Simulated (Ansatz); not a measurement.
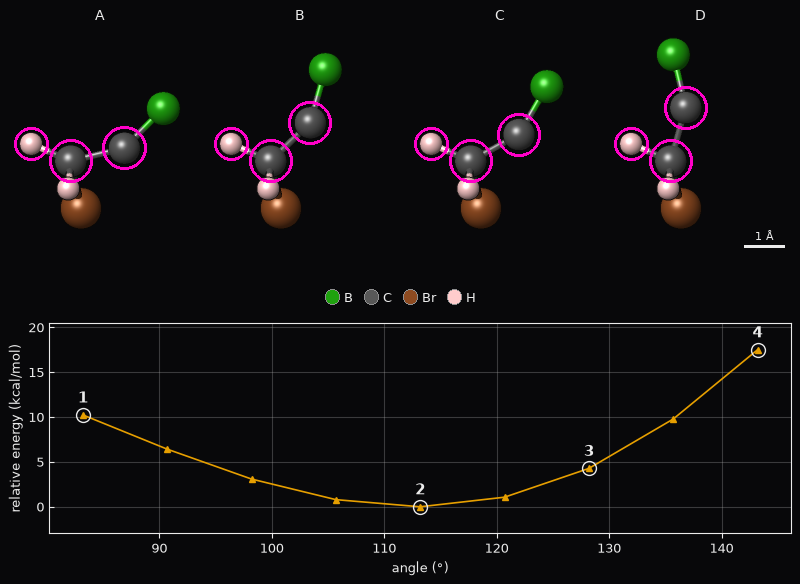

A scan of C₂H₂BBr: one C–C–H angle is varied, with the rest of the molecule carried along rigidly. The frames are shuffled; the numbered points of the plot belong to them. The picture is a ball-and-stick view, seen onto the plane of the angle. The ringed atoms are those of the scanned coordinate.

Single-point energies from Ansatz with B3LYP-D4 in the def2-TZVPP basis, on geometries moved rigidly from the minimum at PBE0-D4/def2-TZVP. Energies are counted from the PBE0-D4/def2-TZVP minimum geometry at the same level.

> Match the frames to the points.

Point 1 is frame D (the angle 83.2°, 10.2 kcal/mol); 2 is frame B (the angle 113.2°, 0.0 kcal/mol); 3 is frame C (the angle 128.2°, 4.3 kcal/mol); 4 is frame A (the angle 143.2°, 17.5 kcal/mol). The lowest computed point lies at the angle 113.2° (0.0 kcal/mol). The end points stand at 10.2 kcal/mol (83.2°) and 17.5 kcal/mol (143.2°). The curvature at the lowest point is about 4.7 eV/rad².
